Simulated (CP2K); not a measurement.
# AlGeH4Cl (SMILES [Cl][AlH][GeH3]): GFN1-xTB

Aim: the vertical singlet–triplet gap of AlGeH4Cl at GFN1-xTB, from 2 runs. 

Program for the calculation: CP2K 2026.2.

2 further runs of the same task are left out: 1 that didn't finish, 1 set aside as unsound or not needed.

### 1 The system as given

AlGeH4Cl has 7 atoms, charge 0, and is taken as a singlet. SMILES: `[Cl][AlH][GeH3]`. The shape is that of a PBE0-D4/def2-TZVP optimisation.

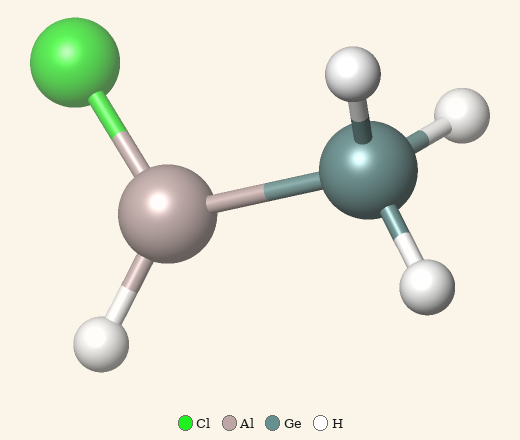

Viewed from a chosen angle; chlorine green, aluminium light grey, germanium teal, hydrogen white.

### 2 A single-point energy at GFN1-xTB

mol.inp

```
&GLOBAL
    PROJECT mol
    RUN_TYPE ENERGY
    PRINT_LEVEL MEDIUM
&END GLOBAL

&FORCE_EVAL
    METHOD QS
    &DFT
        &QS
            METHOD XTB
            EPS_DEFAULT 1.0E-10
            &XTB
                GFN_TYPE 1
                CHECK_ATOMIC_CHARGES F
            &END XTB
        &END QS
        # cluster boundary conditions
        &POISSON
            PERIODIC NONE
            POISSON_SOLVER ANALYTIC
        &END POISSON
        &SCF
            SCF_GUESS ATOMIC
            EPS_SCF 1.0E-06
            MAX_SCF 150
            &DIAGONALIZATION
                ALGORITHM STANDARD
            &END DIAGONALIZATION
            &MIXING
                METHOD BROYDEN_MIXING
                ALPHA 0.3
                NBUFFER 8
            &END MIXING
        &END SCF
        # extra output
        &PRINT
            &MOMENTS
                PERIODIC F
                REFERENCE COM
                MAX_MOMENT 1
            &END MOMENTS
            &MO ON
                ENERGIES T
                OCCUPATION_NUMBERS T
                NDIGITS 6
                &EACH
                    QS_SCF 0
                &END EACH
                ADD_LAST NUMERIC
            &END MO
            &HIRSHFELD OFF
            &END HIRSHFELD
        &END PRINT
    &END DFT
    &SUBSYS
        # vacuum box
        &CELL
            ABC 12.5 12.6 10.4
            PERIODIC NONE
        &END CELL
        &COORD
            Cl    -2.499300    -1.527200    -0.126900
            Al    -0.425400    -1.314700     0.144500
            Ge     0.501100     0.959800    -0.093300
            H      0.379500    -2.632000     0.480000
            H      0.225700     1.522500    -1.499900
            H     -0.144000     1.926400     0.916800
            H      2.023700     0.997300     0.133100
        &END COORD
        &TOPOLOGY
            &CENTER_COORDINATES
            &END CENTER_COORDINATES
        &END TOPOLOGY
    &END SUBSYS
&END FORCE_EVAL
```

Launch:

```console
$ OMP_NUM_THREADS=1 cp2k.psmp -i mol.inp -o mol.out
```

What it wrote:

```text
CP2K| version string:                                       CP2K version 2026.2
[...]
 GLOBAL| Method name                                                        CP2K
[...]
 GLOBAL| Run type                                                         ENERGY
[...]
                             - Atoms:                                          7
[...]
                             - Spherical basis functions:                     35
[...]
 Number of electrons:                                                         18
[...]
     1 NoMix/Diag. 0.30E+00    0.0     2.21450234        -9.2642144427 -9.26E+00
[...]
   107 Broy./Diag. 0.30E+00    0.0     0.00000065        -9.4251936442  2.69E-07
  *** SCF run converged in   107 steps ***
[...]
 TB_DIPOLE| Moment [Debye]          0.95369489       0.11178042       0.12309585
 TB_DIPOLE| Derivative [a.u.]       0.00000000       0.00000000       0.00000000
[...]
 ENERGY| Total FORCE_EVAL ( QS ) energy [hartree]             -9.425193644225969
[...]
```

Run time: 0.34 s. Hardware: 1 thread of Arm Neoverse V2, shared host.

### 3 The triplet, same level

molecule.inp

```
&GLOBAL
  PROJECT_NAME molecule
  RUN_TYPE ENERGY
  PRINT_LEVEL MEDIUM
&END GLOBAL
&FORCE_EVAL
  METHOD QUICKSTEP
  &DFT
    MULTIPLICITY 3
    UKS T
    &QS
      METHOD XTB
      EPS_DEFAULT 1.0E-10
      &XTB
        GFN_TYPE 1
        CHECK_ATOMIC_CHARGES F
      &END XTB
    &END QS
    &POISSON
      PERIODIC NONE
      POISSON_SOLVER ANALYTIC
    &END POISSON
    &SCF
      SCF_GUESS ATOMIC
      EPS_SCF 1.0E-06
      MAX_SCF 150
      &DIAGONALIZATION
        ALGORITHM STANDARD
      &END DIAGONALIZATION
      &MIXING
        METHOD BROYDEN_MIXING
        ALPHA 0.3
        NBUFFER 8
      &END MIXING
    &END SCF
    &PRINT
      &MOMENTS
        PERIODIC F
        REFERENCE COM
        MAX_MOMENT 1
      &END MOMENTS
      &MO ON
        ENERGIES T
        OCCUPATION_NUMBERS T
        NDIGITS 6
        &EACH
          QS_SCF 0
        &END EACH
        ADD_LAST NUMERIC
      &END MO
      &HIRSHFELD OFF
      &END HIRSHFELD
    &END PRINT
  &END DFT
  ! structure
  &SUBSYS
    ! box in angstrom
    &CELL
      ABC 12.5 12.6 10.4
      PERIODIC NONE
    &END CELL
    &COORD
      Cl    -2.499300    -1.527200    -0.126900
      Al    -0.425400    -1.314700     0.144500
      Ge     0.501100     0.959800    -0.093300
      H      0.379500    -2.632000     0.480000
      H      0.225700     1.522500    -1.499900
      H     -0.144000     1.926400     0.916800
      H      2.023700     0.997300     0.133100
    &END COORD
    &TOPOLOGY
      &CENTER_COORDINATES
      &END CENTER_COORDINATES
    &END TOPOLOGY
  &END SUBSYS
&END FORCE_EVAL
```

Launch:

```console
$ OMP_NUM_THREADS=1 cp2k.psmp -i molecule.inp -o molecule.out
```

What it wrote:

```text
CP2K| version string:                                       CP2K version 2026.2
[...]
 GLOBAL| Method name                                                        CP2K
[...]
 GLOBAL| Run type                                                         ENERGY
[...]
                             - Atoms:                                          7
[...]
                             - Spherical basis functions:                     35
[...]
 Number of electrons:                                                         10
[...]
     1 NoMix/Diag. 0.30E+00    0.0     1.08633760        -9.1147940262 -9.11E+00
[...]
   100 Broy./Diag. 0.30E+00    0.0     0.00000086        -9.2726482150  4.64E-07
  *** SCF run converged in   100 steps ***
[...]
 TB_DIPOLE| Moment [Debye]          1.16272544       0.00194072       0.17551824
 TB_DIPOLE| Derivative [a.u.]       0.00000000       0.00000000       0.00000000
[...]
 ENERGY| Total FORCE_EVAL ( QS ) energy [hartree]             -9.272648215026733
[...]
```

Run time: 0.38 s. Hardware: 1 thread of Arm Neoverse V2, shared host.

### 4 Outcome

At GFN1-xTB:

| quantity | value |
| --- | --- |
| singlet: total energy | -9.42519 Eh |
| singlet: dipole moment (from atomic charges alone) | 0.97 D |
| singlet: HOMO energy | -11.58 eV |
| singlet: dispersion energy | -5.34 kJ/mol |
| triplet: total energy | -9.27265 Eh |
| triplet: dipole moment (from atomic charges alone) | 1.18 D |
| triplet: HOMO energy (highest over α and β) | -6.61 eV |
| triplet: dispersion energy | -5.34 kJ/mol |
| vertical energy of the triplet above the singlet | 4.151 eV |

In words: The method runs without spin polarisation, so open shells lack the exchange term that lowers high spin: such gaps come out too high and can have the wrong sign. At this shape the triplet lies 4.15 eV (96 kcal/mol) above the singlet. The dipole (singlet) comes from point charges on the atoms alone, without atomic dipoles, so it is partial. The dipole (triplet) comes from point charges on the atoms alone, without atomic dipoles, so it is partial.
